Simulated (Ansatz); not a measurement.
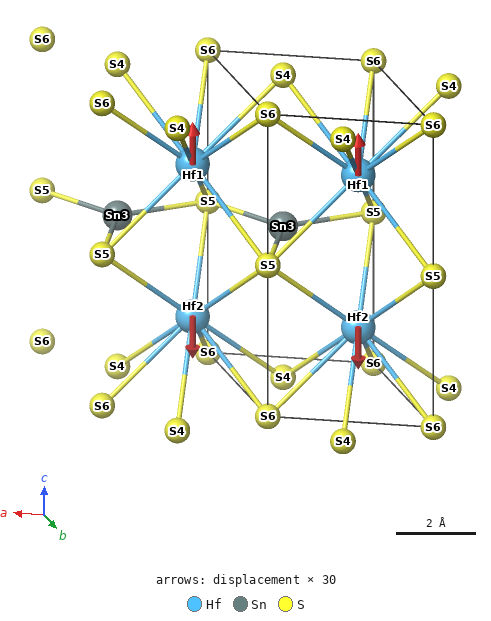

A relaxation of solid Hf$_{2}$SnS$_{3}$ (a generated structure, set up in P-6m2) (coarse preliminary run). The starting structure is drawn; red arrows show the displacements (the part carried along by the change of the cell is left out), magnified 30 times.

Style: ball-and-stick. Shown: the cell of the calculation, repeated 2 × 1 × 1 with one cell outlined, from a free direction.

Computed with DFT PBE, scalar-relativistic, plane waves, PAW in Ansatz. Settings: plane-wave cutoff 420 eV; k-point mesh 6 × 6 × 2; occupations gaussian; smearing width 0.1 eV; no spin polarisation; cell and atoms relaxed; force threshold 0.04 eV/Å; at most 70 steps.

Which element moves most?

Answer. Hafnium: up to 0.039 Å, against 0.000 Å for sulfur.

What did the optimiser do to the structure, and how much energy did it gain?

Answer. The largest moves relative to the cell, 0.039 Å, are those of Hf1 and Hf2. Hf2 goes along −c. S and Sn stay in place. Cell: a = b 4.285 → 4.609 Å (+7.6 %), c 8.459 → 6.243 Å (−26.2 %). Volume −14.6 %. Among the contacts that change: Hf1–Hf2 4.196 → 3.018 Å, Sn3–S4 4.230 → 3.121 Å, Hf1–Hf2 (another image) 4.264 → 3.225 Å, Sn3–S5 2.474 → 2.661 Å. Among the angles between lasting bonds that change: Hf1–S6–Hf2 80.6° → 59.1°, Hf1–S6–Hf1 82.7° → 97.8°, Hf1–S6–Hf2 135.2° → 128.4°. The space group stays P-6m2 (No. 187). After 10 accepted moves (12 points after the start) the energy has fallen by 642 meV per atom. Largest force component: 0.88 eV/Å at the start, 0.0021 eV/Å at the end. Pressure: −3.48 GPa at the start and −0.11 GPa at the end. The line search rejected the trial step at point 5 of the run. At 1 point the geometry stayed and the basis and grid were re-selected for the new cell (energy shift of 0.2 meV per atom at most each time). Cost: 2.8 min on 1 thread of Arm Neoverse V1 (shared host), peak memory 0.47 GiB.

Limits of the set-up: the k-point mesh is coarse for a cell with partly filled bands.
